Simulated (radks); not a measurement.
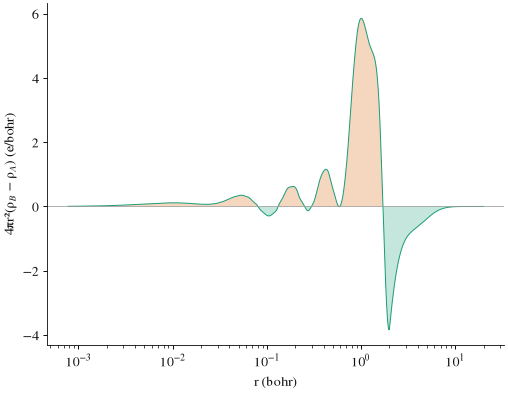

The neutral terbium atom in [Xe] 4f9 6s2 was computed in two surroundings: the hard spherical wall at 2 bohr; the hard spherical wall at 20 bohr. All numbers are computed, not measured: scalar-relativistic Kohn-Sham, PBE, spin-unpolarised, spherical densities, finite nucleus (the in-house radial solver radks).

The plot shows the radial density of run B less that of run A; on the logarithmic r axis, areas aren't charges.

### Which run is A and which is B? Where does the charge move?

A is the hard spherical wall at 20 bohr; B is the hard spherical wall at 2 bohr. B holds 4.5 electrons more than A where the difference is positive (most at r = 1.0 bohr) and 4.5 electrons fewer where it is negative (most at r = 2.0 bohr), with no net change. The tighter surroundings push the outer density inwards. The energy of B less that of A is 588.8 eV.
